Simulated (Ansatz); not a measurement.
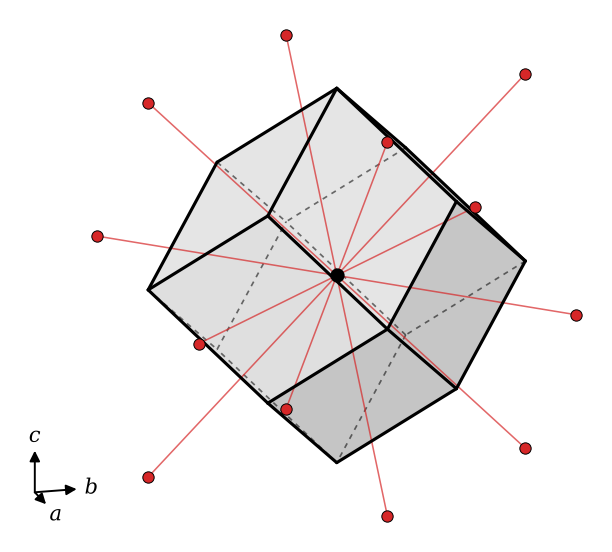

Crystal: MgO, the input geometry of an electronic-structure calculation (not necessarily at equilibrium). The Wigner–Seitz cell of the crystal's lattice, with lines to the lattice points that define its faces. The drawing is computed from the coordinates (standard cell, symmetry found to 0.002 Å).

a = 4.303 Å, b = 4.303 Å, c = 4.303 Å, α = 90.00°, β = 90.00°, γ = 90.00°; space group Fm-3m, No. 225.

Describe the polyhedron.

Answer. A rhombic dodecahedron: 12 faces (12 with 4 edges), 24 edges, 14 vertices. Its volume is that of the primitive cell, 19.9 Å³.

Which lattice vectors do the faces bisect?

Answer.
| example | length (Å) | faces | edges of each | area (Å²) |
| --- | --- | --- | --- | --- |
| 1/2 a + 1/2 b | 3.04 | 12 | 4 | 3.3 |
